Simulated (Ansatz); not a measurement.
CH5FOSi2

Input

```
crystal:
  periodic: [false, false, false]
  atoms:
    - { symbol: F, position_ang: [-1.9463, -0.7134, 1.0557] }
    - { symbol: C, position_ang: [-1.5286, 0.6017, 0.7805] }
    - { symbol: O, position_ang: [-0.3527, 0.9971, 1.4137] }
    - { symbol: Si, position_ang: [0.0701, 0.84, -0.1923] }
    - { symbol: Si, position_ang: [1.229, -1.0017, -0.6698] }
    - { symbol: H, position_ang: [-2.3403, 1.3239, 0.7039] }
    - { symbol: H, position_ang: [0.303, 2.1668, -0.7834] }
    - { symbol: H, position_ang: [1.3227, -1.2013, -2.1302] }
    - { symbol: H, position_ang: [0.6889, -2.2246, -0.0063] }
    - { symbol: H, position_ang: [2.6373, -0.8397, -0.169] }
magnetization:
  spin_polarized: true
basis:
  gaussian: { orbitals: def2-SVP }
hamiltonian:
  xc: b3lyp
relax:
  f_tol: 0.02
  max_steps: 50
output:
  orbitals: {}
```

Run with:

```sh
ansatz run input.yaml --threads 2 --pin off --max-ram 3072MiB --backend cpu --events-out ev --progress --plain --runs-dir out
```

The fields are those of the run's last geometry, not of the input's.

These are results of UKS B3LYP/def2-SVP (Ansatz), not measurements.

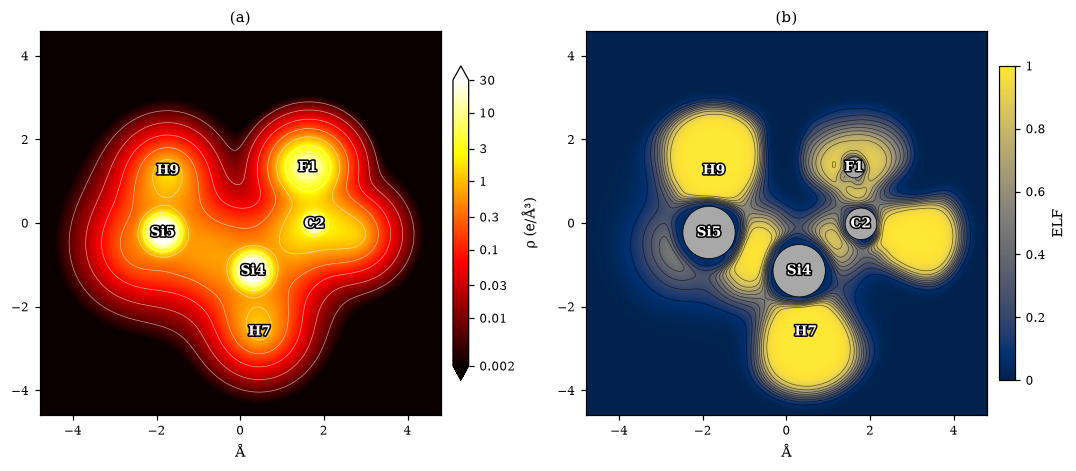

Figure 1. (a) electron density; (b) electron localisation function on the plane of atoms C2, Si4 and Si5. Grey discs cover the atomic cores in the ELF map.

> What does the map show?

Atoms in the plane: F, C, Si and H. C–F (1.36 Å): the density is about 2.1 e/Å³ at the midpoint, with its minimum of 1.7 e/Å³ about 0.5 Å from C; the ELF peaks at about 0.85 between the atoms, as expected for a polar covalent bond. C–Si (1.85 Å): the density is about 0.86 e/Å³ at the midpoint; the ELF peaks at about 0.85 between the atoms: localised, covalent bonding. Si–Si (2.34 Å): the density is about 0.65 e/Å³ at the midpoint; the ELF peaks at about 1 between the atoms (a shared electron pair). Si–H (1.49 Å): ρ is about 0.76 e/Å³ halfway; the ELF climbs to about 1 towards the hydrogen, as it does in any bond to H. The ELF also peaks beside F1, away from the bonds: lone-pair regions.

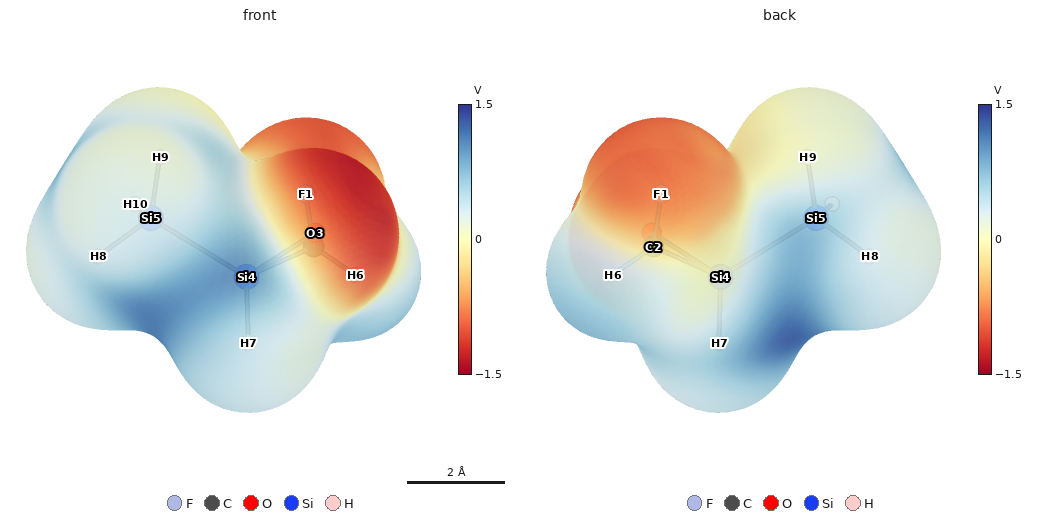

Figure 2. The molecular electrostatic potential painted on the density surface at 0.001 e/bohr³, seen from the front and from behind; the colour scale runs from red (negative) to blue (positive).

> Which sites attract a positive test charge, and which a negative one?

A positive charge is drawn to the negative regions and a negative charge to the positive ones. The most negative region (about −1.3 V, or −30 kcal/mol for a unit charge) lies over O3, the most positive (about +1.2 V, or +28 kcal/mol for a unit charge) over Si4. O3 is the likeliest acceptor of a hydrogen bond.

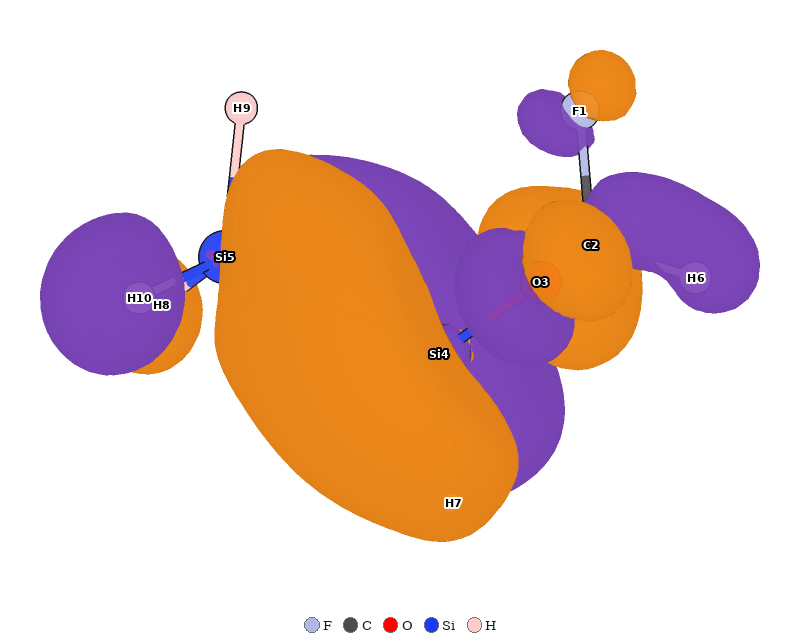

Figure 3. One frontier orbital at ±0.08 Å⁻³ᐟ² (orange and purple are the two phases), seen across its widest extent.

> Which orbital is it: HOMO or LUMO?

The LUMO, at −1.23 eV. Its weight (Hirshfeld) is mainly on Si4 (about 45 %), Si5 (about 20 %), C2 (about 10 %) and O3 (about 10 %).
